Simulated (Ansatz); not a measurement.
The starting structures come from a database of crystals and need not be the phases stable at ambient conditions.

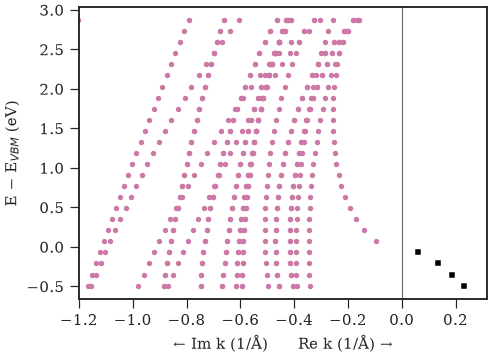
*Complex bands at the centre of the two-dimensional zone; r2SCAN (Ansatz, a quantum-chemistry and plane-wave program)*

The gap is the functional's own, uncorrected, and κ follows it; spin-orbit coupling is left out. Mid-gap values are interpolated between the computed energies.

### Question
This is Ba2H3I (P-3m1, not sure to be the ambient phase, 6 atoms a cell, 22.9 Å³ an atom) along the normal of (110). Read off the slowest decay at the centre of the two-dimensional zone at 1.33 eV, the computed energy nearest the middle of the gap.

### Answer
κ ≈ 0.25 1/Å, a decay length 1/(2κ) of the density of 2.0 Å.
